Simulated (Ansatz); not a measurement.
**One shape, several levels: O2F (SMILES [O]OF)**

Wanted: a comparison of 6 runs (U-revPBE/STO-3G, UB2PLYP/STO-3G, UB3LYP/STO-3G, UHSE06/STO-3G, UPBE0/STO-3G, UCCSD/STO-3G) of O2F. 

The calculation is run with Ansatz 0.2.0.

38 further runs of the same task are left out: 11 that didn't finish, 27 set aside as unsound or not needed.

### Step 1. The system as given

The species is O2F (3 atoms), meant as a doublet with charge 0. SMILES: `[O]OF`. The O2–O1 distance was set to 2.362 Å, away from the relaxed value. At this shape a bond of the SMILES string is far longer than usual.

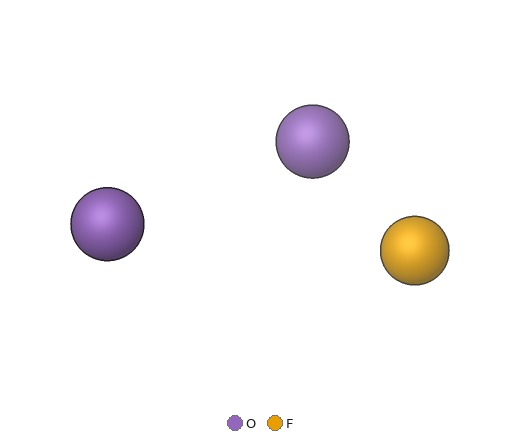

The structure, seen from a chosen angle (oxygen purple, fluorine amber).

### Step 2. The energy at U-revPBE/STO-3G (run 1)

Contents of in.yaml:

```yaml
crystal:
  periodic: [false, false, false]
  atoms:
    - {symbol: O, position_ang: [1.733548, -1.088768, 0.836558]}
    - {symbol: O, position_ang: [0.133270, 0.497870, 0.127930]}
    - {symbol: F, position_ang: [-1.066650, -0.202430, -0.610160]}
basis:
  gaussian:
    orbitals: STO-3G
magnetization:
  spin_polarized: true
  initial_magnetization: 1
hamiltonian:
  xc: {name: revPBE}
accuracy: high
```

Command:

```sh
ansatz run in.yaml --threads 1 --pin off --max-ram 3480MiB --events-out events.jsonl --progress --plain --runs-dir runs
```

What it wrote:

```text
Warning: RAYON_NUM_THREADS=1 ignored (pool sized by the plan → 1); use --threads N
Functional definition: revPBE
  name "revPBE"
  parameter kappa = 1.245
  parameter beta = 0.06672455060314922
  exchange = pbe_x(kappa = kappa, mu = beta*pi^2/3)
  correlation = pbe_c(beta = beta)
238 factors; integrals over basis functions are off by at most 4.9e-8 eV
mean field evaluation 1: about -6673.2528 eV, gradient 5.0e1 eV
mean field evaluation 2: about -6572.9839 eV, gradient 9.3e0 eV
mean field evaluation 4: about -6638.1457 eV, gradient 4.3e1 eV
mean field evaluation 8: about -6704.7973 eV, gradient 3.7e0 eV
mean field evaluation 16: about -6705.3176 eV, gradient 5.2e-4 eV
mean field evaluation 32: about -6705.3183 eV, gradient 8.2e-9 eV
mean field evaluation 64: about -6699.4837 eV, gradient 2.7e1 eV
mean field evaluation 96: about -6705.3174 eV, gradient 5.5e-2 eV
mean field evaluation 128: about -6704.9506 eV, gradient 5.2e-1 eV
mean field evaluation 160: about -6705.3132 eV, gradient 8.5e-2 eV
mean field evaluation 192: about -6705.2254 eV, gradient 1.2e-1 eV
mean field evaluation 224: about -6705.3148 eV, gradient 7.9e-2 eV
mean field evaluation 256: about -6705.3143 eV, gradient 8.1e-4 eV
mean field evaluation 288: about -6705.2723 eV, gradient 3.6e-1 eV
mean field -6705.31833909 eV, -246.4159039335 hartree, gradient 8.2e-9 eV, S^2 1.639221; 22 other end points of the search recorded, 0 dependent functions left out
reference -6705.31834000 eV, -246.4159039670 hartree; 13, 12 occupied and 2, 3 virtual orbitals, 238 factors
Total energy: -6705.31834000 eV, -246.4159039670 hartree
```

It took 25 s on 1 thread of Arm Neoverse V1, shared host; peak memory 0.11 GiB.

### Step 3. A single-point energy at UB2PLYP/STO-3G (run 2)

Contents of job.yaml:

```yaml
basis:
  gaussian: {orbitals: STO-3G}
crystal:
  periodic: [false, false, false]
  atoms:
    - {symbol: O, position_ang: [1.733548, -1.088768, 0.836558]}
    - {symbol: O, position_ang: [0.133270, 0.497870, 0.127930]}
    - {symbol: F, position_ang: [-1.066650, -0.202430, -0.610160]}
magnetization: {spin_polarized: true, initial_magnetization: 1}
hamiltonian: {xc: {name: B2PLYP}}
correlation: {frozen_orbitals: {F: 1, O: 1}}
accuracy: high
```

Command:

```sh
ansatz run job.yaml --threads 1 --pin off --max-ram 3480MiB --events-out events.jsonl --progress --plain --runs-dir runs
```

What it wrote (excerpt; [...] marks lines left out):

```text
Warning: RAYON_NUM_THREADS=1 ignored (pool sized by the plan → 1); use --threads N
Functional definition: B2PLYP
  name "B2PLYP"
[...]
238 factors; integrals over basis functions are off by at most 4.9e-8 eV
[...]
mean field -6698.70926816 eV, -246.1730250566 hartree, gradient 2.0e-8 eV, S^2 1.949252; 8 other end points of the search recorded, 0 dependent functions left out
3 core orbitals not correlated: weight in the atoms' cores, before any rotation towards them, 1.000 or more for the frozen orbitals, at most 0.000 for the correlated occupied ones
reference -6698.70927843 eV, -246.1730254342 hartree; 10, 9 occupied and 2, 3 virtual orbitals, 238 factors
second order -1.51421105 eV of doubles, -0.00000000 eV of singles
Total energy: -6699.11811542 eV, -246.1880499162 hartree
```

Wall time 11 s (1 thread of Arm Neoverse V1, shared host); peak memory 0.11 GiB.

Runs 3 to 4 aren't shown in full; the table further down has their settings and results.

### Step 4. A single-point energy at UPBE0/STO-3G (run 5)

Changes to in.yaml since step 2:

```diff
@@ -13,3 +13,3 @@
 hamiltonian:
-  xc: {name: revPBE}
+  xc: pbe0
 accuracy: high
```

Command:

```sh
ansatz run in.yaml --threads 1 --pin off --max-ram 3480MiB --events-out events.jsonl --progress --plain --runs-dir runs
```

What it wrote:

```text
Warning: RAYON_NUM_THREADS=1 ignored (pool sized by the plan → 1); use --threads N
Functional definition: PBE0
  name "PBE0"
  parameter a = 0.25
  parameter kappa = 0.804
  parameter beta = 0.06672455060314922
  exchange = (1 - a)*pbe_x(kappa = kappa, mu = beta*pi^2/3) + a*exact_x
  correlation = pbe_c(beta = beta)
238 factors; integrals over basis functions are off by at most 4.9e-8 eV
mean field evaluation 1: about -6673.9577 eV, gradient 4.9e1 eV
mean field evaluation 2: about -6570.7986 eV, gradient 1.7e1 eV
mean field evaluation 4: about -6637.2803 eV, gradient 3.7e1 eV
mean field evaluation 8: about -6698.4984 eV, gradient 2.4e0 eV
mean field evaluation 16: about -6700.8938 eV, gradient 1.8e-4 eV
mean field evaluation 32: about -6700.0927 eV, gradient 1.1e1 eV
mean field evaluation 64: about -6699.6631 eV, gradient 1.4e0 eV
mean field -6700.89384432 eV, -246.2533067498 hartree, gradient 3.2e-8 eV, S^2 1.718625; 6 other end points of the search recorded, 0 dependent functions left out
reference -6700.89384487 eV, -246.2533067700 hartree; 13, 12 occupied and 2, 3 virtual orbitals, 238 factors
Total energy: -6700.89384487 eV, -246.2533067700 hartree
```

It took 6.9 s on 1 thread of Arm Neoverse V1, shared host; peak memory 0.1 GiB.

### Step 5. The energy at UCCSD/STO-3G (run 6)

Contents of job.yaml:

```yaml
crystal:
  periodic: [false, false, false]
  atoms:
    - {symbol: O, position_ang: [1.733548, -1.088768, 0.836558]}
    - {symbol: O, position_ang: [0.133270, 0.497870, 0.127930]}
    - {symbol: F, position_ang: [-1.066650, -0.202430, -0.610160]}
basis:
  gaussian:
    orbitals: STO-3G
magnetization:
  spin_polarized: true
  initial_magnetization: 1
correlation:
  method: ccsd
  frozen_orbitals: {F: 1, O: 1}
accuracy: high
scf:
  omitted_lower_state_checks: [cluster_reference, increment]
```

Command:

```sh
ansatz run job.yaml --threads 1 --pin off --max-ram 3480MiB --events-out events.jsonl --progress --plain --runs-dir runs
```

What it wrote:

```text
Warning: RAYON_NUM_THREADS=1 ignored (pool sized by the plan → 1); use --threads N
[... 25 lines left out ...]
3 core orbitals not correlated: weight in the atoms' cores, before any rotation towards them, 1.000 or more for the frozen orbitals, at most 0.000 for the correlated occupied ones
[... 179 lines left out ...]
Total energy: -6684.56378361 eV, -245.6531880878 hartree
Checks for a lower state left out: cluster_reference, increment
```

Run time: 2 s. Hardware: 1 thread of Arm Neoverse V1, shared host.

### Step 6. The series

```
run            level  frozen core orbitals  energy (Eh)   ⟨S²⟩  wall time
  1  U-revPBE/STO-3G                     –  -246.415904  1.639       25 s
  2   UB2PLYP/STO-3G                     3  -246.188050  1.949       11 s
  3    UB3LYP/STO-3G                     –  -246.449101  1.694      7.2 s
  4    UHSE06/STO-3G                     –  -246.244446  1.717      8.1 s
  5     UPBE0/STO-3G                     –  -246.253307  1.719      6.9 s
  6     UCCSD/STO-3G                     3  -245.653188  2.326        2 s
```

### Step 7. Summary of results

| quantity | value |
| --- | --- |
| run 6: total energy | -245.65319 Eh |
| run 6: correlation energy (3 core orbitals frozen) | -58.6 mEh |
| run 6: ⟨S²⟩ of the reference determinant | 2.326 |
| run 6: T1 diagnostic | 0.060 |

In words: Totals of different functionals can't be ranked against each other. In runs 1, 2, 3, 4, 5, 6 the basis is minimal, so the values are rough. Spin contamination of the reference: run 6 ⟨S²⟩ = 2.33, run 2 ⟨S²⟩ = 1.95, run 5 ⟨S²⟩ = 1.72, run 4 ⟨S²⟩ = 1.72, run 3 ⟨S²⟩ = 1.69, run 1 ⟨S²⟩ = 1.64. Where it is this large, the reference is a mixture of spin states, and values that rest on it are in doubt. All runs together took 59 s, the longest 25 s.
